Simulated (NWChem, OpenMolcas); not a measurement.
# BHOF2 (difluorohydroxyborane): methods side by side

BHOF2 has 5 atoms, charge 0, and is taken as a singlet. SMILES: `OB(F)F`. Geometry: relaxed at PBE0-D4/def2-TZVP.

Quantity: the dipole moment, in D. The values are calculated.

| level | kind | program | value (D) | CPU time |
| --- | --- | --- | --- | --- |
| HF/def2-SVPD | Hartree–Fock | OpenMolcas | 2.10 | 9.1 s |
| SVWN5/def2-SVPD | LDA | NWChem | 2.01 | 22 s |
| PBE/def2-SVPD | GGA | NWChem | 1.95 | 26 s |
| M06-L/def2-SVPD | meta-GGA | OpenMolcas | 1.97 | 35 s |
| r2SCAN/def2-SVPD | meta-GGA | NWChem | 1.98 | 33 s |
| B3LYP/def2-SVPD | global hybrid | OpenMolcas | 2.00 | 26 s |
| M06-2X/def2-SVPD | hybrid meta-GGA | OpenMolcas | 2.02 | 33 s |
| PBE0/def2-SVPD | global hybrid | OpenMolcas | 2.00 | 23 s |

The values span 1.95 to 2.10 D. Magnitudes only. CPU times are rough (shared hosts, several kinds of processor and program).

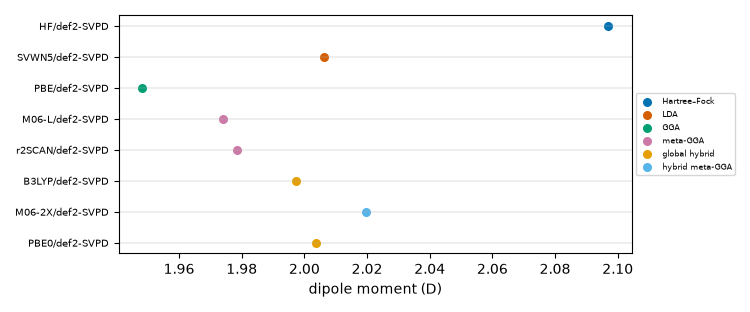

The values of the table, level by level.
